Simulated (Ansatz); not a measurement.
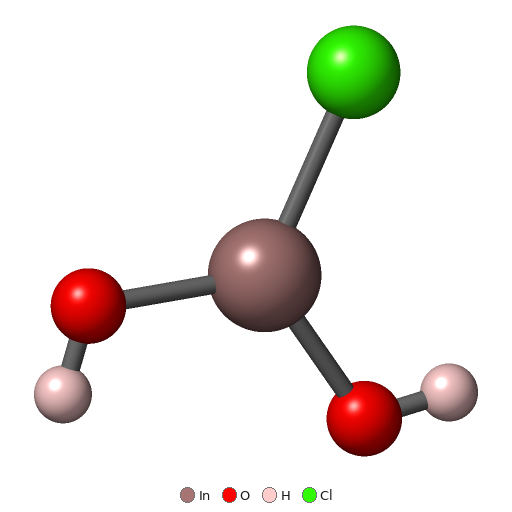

The picture shows a molecular structure as a ball-and-stick model. Every bond is drawn as one stick, whatever its order.

The geometry was computed by an optimisation with PBE0-D4/def2-TZVP.

Which formula does it have?

ClH₂InO₂, 6 atoms: 1 chlorine, 2 hydrogen, 1 indium and 2 oxygen.

How many atoms are distinct by symmetry?

6: 1 In, 1 O, 1 O, 1 H, 1 Cl, 1 H.

How many bonds of each kind are drawn?

2 In–O, 2 O–H, 1 Cl–In. Sticks follow a distance rule.

Give the symmetry (Schoenflies symbol).

Cs.

The parts below concern this one geometry. Atoms keep their numbers from picture to picture.

Shape

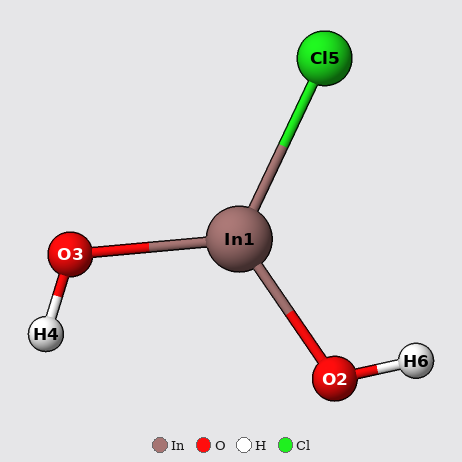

Numbered structure.

List the bonds and their lengths.

```tsv
bond	length (Å)
In1–O2	1.970
In1–O3	1.962
In1–Cl5	2.305
O2–H6	0.961
O3–H4	0.962
```

Electronic properties

Level of theory: RKS PBE0-D4/def2-TZVPP, core potentials on In (Ansatz 0.2.0).

Estimate the LUMO energy (Kohn–Sham orbital).

−2.22 eV.

What is the HOMO energy (Kohn–Sham orbital)?

−8.95 eV.

Dipole moment

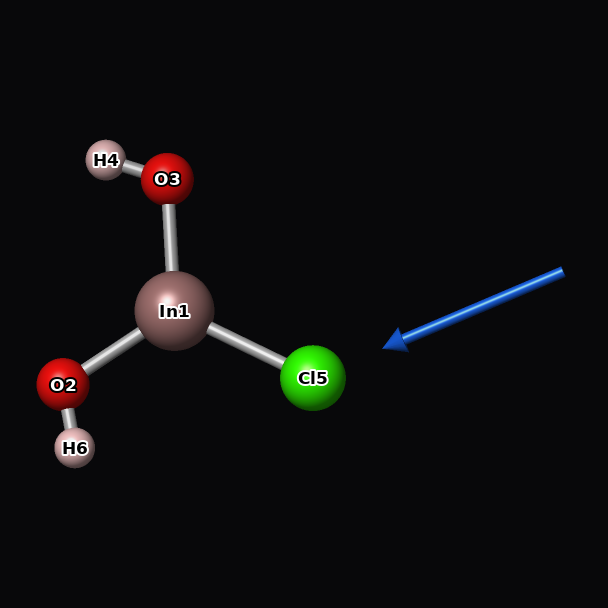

The arrow beside the molecule shows the direction of the dipole moment, from the negative to the positive end (its length means nothing). Properties computed with RKS PBE0-D4/def2-TZVP, core potentials on In (Ansatz 0.2.0).

How large is the dipole moment?

1.59 D; it points from the side of Cl5 to the side of H6 (the outermost atoms at the two ends).

Vibrations

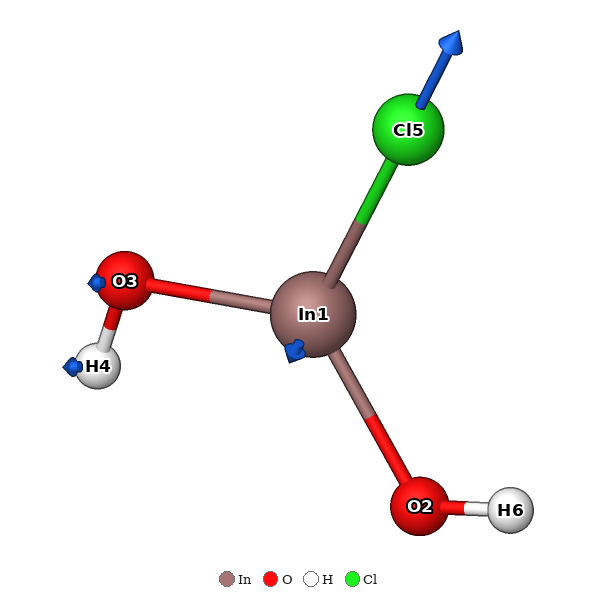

The arrows show one normal mode. Harmonic vibrations computed with RKS PBE0-D4/def2-TZVP, core potentials on In (Ansatz 0.2.0) at a stationary point of the same level.

Describe the motion.

Mostly In–Cl stretching.

Estimate its harmonic wavenumber.

372 cm⁻¹; it is mode 6 of 12 counted from the lowest.

Thermal motion

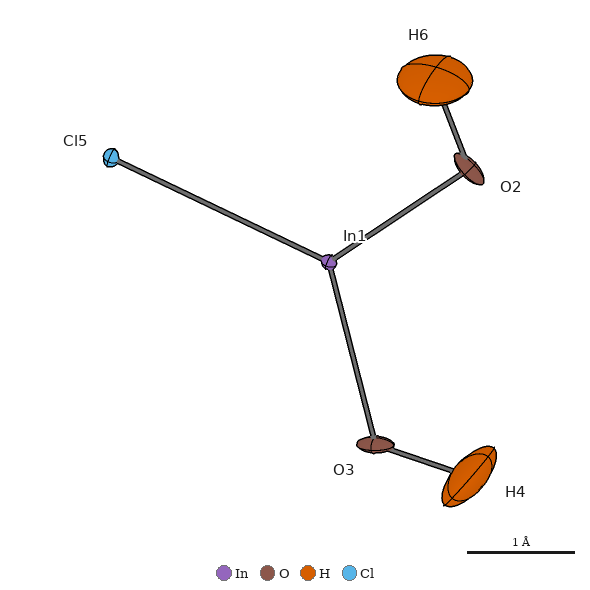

Displacement ellipsoids at the 50 % level, from the internal vibrations of the free molecule (harmonic, no overall translation or rotation; no half-axis is drawn under 0.075 Å). Vibrations computed with RKS PBE0-D4/def2-TZVP, core potentials on In (Ansatz 0.2.0). Temperature: 200 K.

List U_eq and the three principal root-mean-square amplitudes for each kind of atom.

```csv
atom,U_eq (Å²),rms amplitudes (Å)
In1,0.00070,"0.022, 0.028, 0.029"
O2,0.0075,"0.045, 0.071, 0.125"
O3,0.0073,"0.045, 0.071, 0.122"
H4,0.0425,"0.101, 0.209, 0.271"
Cl5,0.0022,"0.029, 0.037, 0.067"
H6,0.0420,"0.096, 0.224, 0.258"
```
